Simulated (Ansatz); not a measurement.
# CH8BNO2: molecular dynamics, part 2 of 2

Aim: let a guess near a reaction's saddle point go and see which way it falls. Runs: 150 steps of 0.5 fs at constant energy, with velocities drawn for 600 K; 133 steps of 0.5 fs at constant energy, with velocities drawn for 1000 K. Reaction type: exchange4.

Ansatz 0.2.0; UKS PBE-D4/6-31G. Earlier steps stand in the parts before.

**8. The trajectory**

One step in 7; energies are changes from step 0:

| time (fs) | T (K) | potential energy change (meV/atom) | total energy change (meV/atom) | B1–C6 (Å) | H5–N2 (Å) | B1–N2 (Å) |
| --- | --- | --- | --- | --- | --- | --- |
| 0.0 | 1000 | 0.0 | 0.00 | 1.86 | 1.34 | 1.81 |
| 3.5 | 1155 | -17.2 | -0.24 | 1.74 | 1.09 | 1.82 |
| 7.0 | 1099 | -10.6 | 0.19 | 1.61 | 0.94 | 1.83 |
| 10.5 | 1244 | -26.0 | 0.68 | 1.52 | 1.24 | 1.87 |
| 14.0 | 1655 | -71.4 | 0.20 | 1.48 | 1.17 | 1.88 |
| 17.5 | 1480 | -51.9 | 0.66 | 1.50 | 0.97 | 1.89 |
| 21.0 | 1140 | -14.6 | 0.69 | 1.58 | 1.17 | 1.92 |
| 24.5 | 1157 | -16.8 | 0.41 | 1.64 | 1.12 | 2.00 |
| 28.0 | 1097 | -9.8 | 0.86 | 1.66 | 0.92 | 2.10 |
| 31.5 | 1283 | -30.3 | 0.67 | 1.65 | 1.14 | 2.19 |
| 35.0 | 1396 | -43.3 | -0.02 | 1.64 | 1.02 | 2.31 |
| 38.5 | 1390 | -42.7 | -0.09 | 1.61 | 0.98 | 2.43 |
| 42.0 | 1040 | -3.7 | 0.72 | 1.59 | 1.16 | 2.55 |
| 45.5 | 1175 | -18.8 | 0.37 | 1.58 | 0.96 | 2.70 |
| 49.0 | 1683 | -75.1 | -0.39 | 1.55 | 1.06 | 2.81 |
| 52.5 | 1454 | -49.5 | 0.13 | 1.53 | 1.15 | 2.91 |
| 56.0 | 1316 | -33.8 | 0.78 | 1.52 | 0.94 | 3.02 |
| 59.5 | 1800 | -87.8 | -0.37 | 1.52 | 1.08 | 3.12 |
| 63.0 | 1668 | -73.2 | -0.07 | 1.54 | 1.07 | 3.24 |
| 66.5 | 1282 | -30.2 | 0.62 | 1.59 | 0.93 | 3.36 |

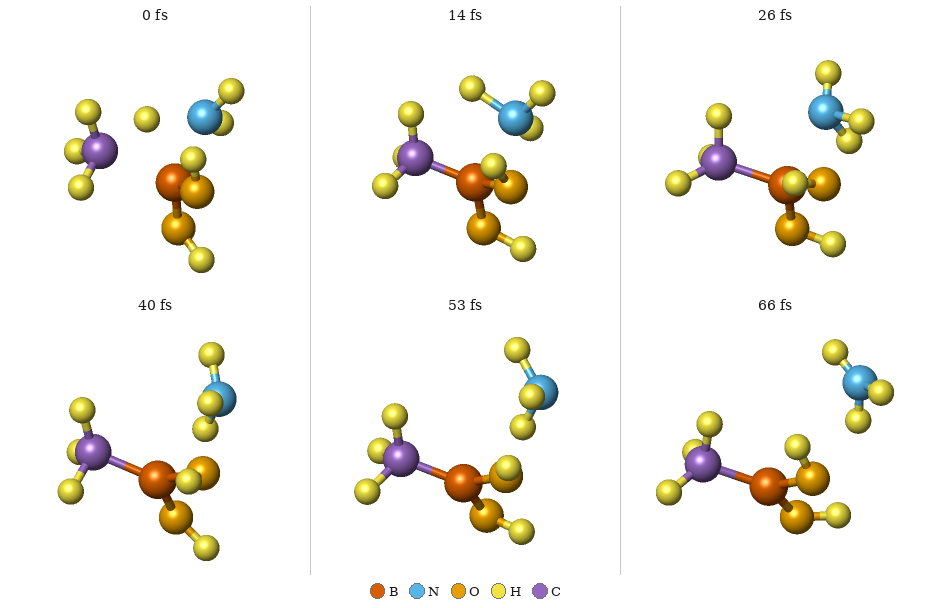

Six frames of the run, seen from a chosen angle. Sticks join atoms within a bonding distance in each frame.

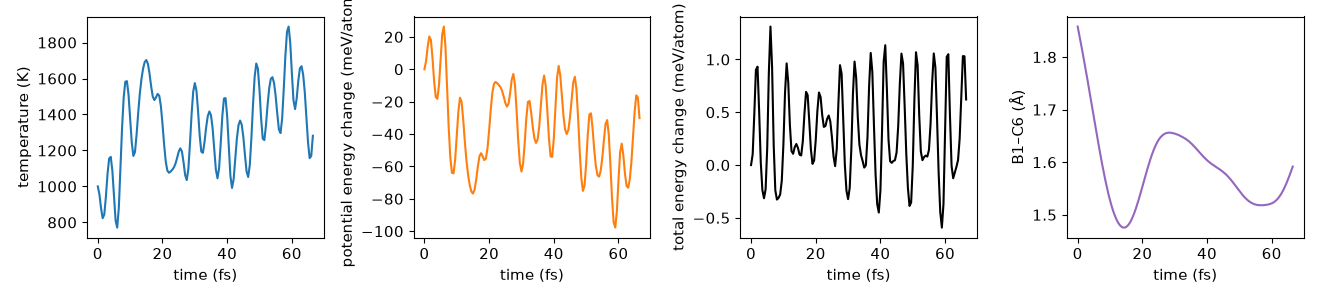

Traces against time; each panel has its own scale.

Bonds that form or break, judged by distance (formed within 1.15 times the sum of covalent radii and held on average over 12 fs, broken when stretched by half; pairs already stretched at the start don't count as bonds):

| time (fs) | bond | event |
| --- | --- | --- |
| 2.5 | B1–C6 | forms |
| 3.5 | N2–H5 | forms |

**9. Frames from the trajectory**

Positions (Å) and forces (eV/Å):

```xyz
13
time_fs=8.5 T=1582 dE=-0.8315
B    -0.315   -0.476   -0.003    0.992   -0.722   -0.745
N     1.485   -0.090   -0.188   -0.598    1.987    3.292
O    -0.659   -1.108   -1.237   -0.305    0.788   -0.246
O    -0.326   -1.276    1.151   -0.552   -1.089    0.522
H     0.911    0.831   -0.125    2.435   -0.930   -0.391
C    -0.747    1.030   -0.005   -3.437    2.598    0.765
H     1.813   -0.315   -1.079    1.066   -0.580   -1.809
H     2.090   -0.263    0.667   -0.702    0.037   -1.615
H    -0.648   -2.070   -1.226    0.023   -0.937    0.189
H    -0.281   -0.828    2.007   -0.114    0.296    0.517
H    -0.408    1.855    0.714    0.008   -1.135   -0.147
H    -1.879    0.986    0.203    0.980    0.150   -0.105
H    -0.744    1.563   -0.980    0.206   -0.464   -0.227
13
time_fs=16.5 T=1555 dE=-0.7835
B    -0.362   -0.419   -0.010    1.103   -3.153    0.702
N     1.485   -0.076   -0.171    2.286   -1.509    3.890
O    -0.700   -1.067   -1.269    0.664   -0.785    0.427
O    -0.264   -1.294    1.200   -0.571    0.729   -0.001
H     1.801    0.857   -0.218   -0.258    2.890    0.131
C    -0.849    0.988   -0.031   -0.284    2.296    0.439
H     1.864   -0.396   -1.031    0.557   -1.778   -1.482
H     2.155   -0.417    0.737   -2.409    0.181   -2.962
H    -0.397   -2.012   -1.267   -0.341    0.072   -0.033
H    -0.524   -0.809    2.044    0.150   -0.459   -0.910
H    -0.198    1.531    0.712   -0.817    0.415   -0.542
H    -1.936    1.124    0.175    0.532    0.190   -0.257
H    -0.556    1.212   -1.091   -0.612    0.912    0.598
13
time_fs=25.0 T=1192 dE=-0.2698
B    -0.372   -0.496    0.007   -2.033    2.321   -0.332
N     1.575   -0.013   -0.165    2.472   -5.109    0.606
O    -0.716   -1.054   -1.284    1.693   -2.046    0.761
O    -0.210   -1.300    1.229   -1.022    0.764   -0.063
H     2.434    0.638   -0.265   -1.560   -0.635    0.558
C    -0.968    1.033   -0.040    1.998   -0.964   -0.436
H     1.743   -0.771   -0.920   -0.328    1.639   -0.337
H     1.777   -0.879    0.617   -0.246    3.329   -0.842
H    -0.318   -1.991   -1.351   -0.802    0.651   -0.206
H    -0.808   -0.862    1.935    1.060   -0.753   -0.884
H    -0.304    1.562    0.630    0.165    0.917    0.660
H    -1.978    1.363    0.079   -1.180   -0.261    0.362
H    -0.643    1.333   -1.061   -0.216    0.147    0.153
13
time_fs=33.0 T=1248 dE=-0.3461
B    -0.477   -0.474    0.009   -0.903    1.031   -0.368
N     1.718   -0.105   -0.169    3.374    2.962   -4.137
O    -0.683   -1.085   -1.267    0.441   -0.889   -0.243
O    -0.173   -1.292    1.215   -2.083    1.092   -0.154
H     2.608    0.607   -0.126   -3.135   -2.190   -0.728
C    -1.019    1.079   -0.033   -0.289    0.286    0.486
H     1.405   -0.554   -1.097    1.235    0.769    2.211
H     1.481   -0.410    0.709   -0.477   -1.875    2.560
H    -0.522   -2.046   -1.545   -0.133    1.128    1.067
H    -0.914   -1.040    1.885    1.388   -0.455   -0.695
H    -0.583    1.842    0.639    0.474   -0.581    0.538
H    -2.104    1.282    0.103   -0.207   -0.752    0.120
H    -0.845    1.569   -0.998    0.314   -0.527   -0.658
13
time_fs=41.5 T=992 dE=0.0266
B    -0.632   -0.396   -0.013    1.078   -1.584    1.036
N     1.890   -0.209   -0.160    6.111    3.470   -8.322
O    -0.634   -1.108   -1.237   -0.747   -0.168   -0.159
O    -0.182   -1.252    1.155   -2.005    0.771   -0.440
H     2.631    0.677   -0.249   -2.563   -2.839    0.642
C    -1.086    1.135   -0.009   -1.031   -1.709    0.909
H     1.353   -0.262   -1.083    1.034   -0.272    1.653
H     1.373   -0.239    0.588   -3.384   -0.334    5.903
H    -0.723   -2.110   -1.330    0.454    1.319    0.732
H    -0.765   -1.302    1.982    0.750    0.455   -0.961
H    -0.732    1.810    0.840   -0.332   -0.769   -1.165
H    -2.197    0.834    0.168    0.788    1.285   -0.262
H    -0.968    1.505   -1.044   -0.154    0.376    0.433
13
time_fs=50.0 T=1535 dE=-0.7606
B    -0.726   -0.387    0.000    0.823    0.412    0.075
N     2.100   -0.272   -0.187    2.627    3.240   -3.294
O    -0.615   -1.100   -1.199   -0.903   -0.932    0.463
O    -0.252   -1.183    1.054   -0.570   -0.811    0.841
H     2.572    0.745   -0.175   -0.978   -2.521   -0.346
C    -1.193    1.086    0.026   -1.251    0.372    0.497
H     1.428   -0.314   -0.986    0.931   -0.125   -0.061
H     1.512   -0.276    0.566   -1.871   -0.540    3.578
H    -0.646   -2.037   -0.810    0.570    0.268   -1.125
H    -0.488   -1.320    1.999   -0.049    0.701   -0.420
H    -0.803    1.690    0.892   -0.260   -0.302   -0.743
H    -2.320    0.972    0.163    0.644    0.408    0.094
H    -1.105    1.612   -0.952    0.287   -0.170    0.441
13
time_fs=58.0 T=1727 dE=-1.0340
B    -0.773   -0.365    0.001   -0.791    0.265   -1.680
N     2.294   -0.288   -0.218   -0.563   -1.745    3.453
O    -0.628   -1.109   -1.155   -0.245    0.204   -1.401
O    -0.337   -1.150    0.991    0.912   -1.675    2.966
H     2.587    0.641   -0.222    0.894    2.175   -0.174
C    -1.345    1.041    0.067    1.301    1.577   -0.528
H     1.732   -0.524   -1.002   -0.890   -0.554   -0.643
H     1.893   -0.537    0.769    0.759    0.208   -2.749
H    -0.271   -1.970   -0.837    0.097   -0.419   -0.454
H    -0.308   -0.963    1.939   -0.202    0.387    0.463
H    -0.865    1.598    0.849    0.659    0.393    1.282
H    -2.361    1.270    0.221   -2.049   -0.475    0.219
H    -1.081    1.681   -0.783    0.117   -0.340   -0.754
13
time_fs=66.5 T=1282 dE=-0.3924
B    -0.854   -0.347   -0.061   -0.040   -2.388    1.308
N     2.503   -0.298   -0.239   -1.046   -6.992    4.367
O    -0.647   -1.131   -1.164   -1.576    2.197   -2.319
O    -0.396   -1.155    1.052   -0.115    1.020   -0.432
H     2.708    0.611   -0.290    1.012    4.392    0.347
C    -1.488    1.101    0.118    1.132   -1.208   -0.682
H     2.000   -0.734   -0.950   -0.857   -0.399   -1.810
H     2.343   -0.950    0.697    0.871    3.108   -2.916
H     0.019   -1.803   -1.205    0.797   -1.273    0.462
H    -0.262   -0.513    1.757    0.178    0.205    1.660
H    -0.921    1.470    0.985   -0.195    0.690    0.152
H    -2.577    1.227    0.272    0.371   -0.170   -0.232
H    -1.091    1.560   -0.804   -0.532    0.817    0.094
```

Reading of run 2. At the last frame the bonds meant to form are there and those meant to break are gone: it fell to the products. The temperature starts at 1000 K and averages 1389 K in the second half, where it ranges from 992 to 1889 K; the start was no minimum (force components up to 2.5 eV/Å), and the potential energy that it sheds (42 meV/atom) turns into motion, which in so few atoms is no thermal temperature. The total energy strays from its start by at most 1.31 meV/atom, 0.9 % of the mean kinetic energy, so a step of 0.5 fs is short enough over this time. Bonds change: the first event comes at 2.5 fs (B1–C6 forms). By that distance rule the pieces at the end are CH5BO2 + H3N; a long dative bond can count as broken.

**10. What came out**

This closing draws on all 2 parts.

| quantity | value |
| --- | --- |
| run 1: length | 150 steps of 0.5 fs |
| run 1: temperature, first and last step | 600 and 910 K |
| run 1: temperature, second half | mean 1086 K, from 879 to 1242 K |
| run 1: potential energy, second half | -53 meV/atom from this run's first step |
| run 1: largest change of the total energy | 0.77 meV/atom |
| run 1: bonds formed or broken | 2 |
| run 2: length | 133 steps of 0.5 fs |
| run 2: temperature, first and last step | 1000 and 1282 K |
| run 2: temperature, second half | mean 1389 K, from 992 to 1889 K |
| run 2: potential energy, second half | -42 meV/atom from this run's first step |
| run 2: largest change of the total energy | 1.31 meV/atom |
| run 2: bonds formed or broken | 2 |

**Reading.** Mean temperatures of the second halves: 1086 K, 1389 K. Bonds changed in run 1, run 2. Run 1: at the last frame the bonds meant to form are there and those meant to break are gone: it fell to the products. Run 2: at the last frame the bonds meant to form are there and those meant to break are gone: it fell to the products. Averages from a run of 66 fs with 13 atoms are rough. The nuclei move classically, without zero-point motion, which matters most for hydrogen. In so small a basis the energies are only a sketch.
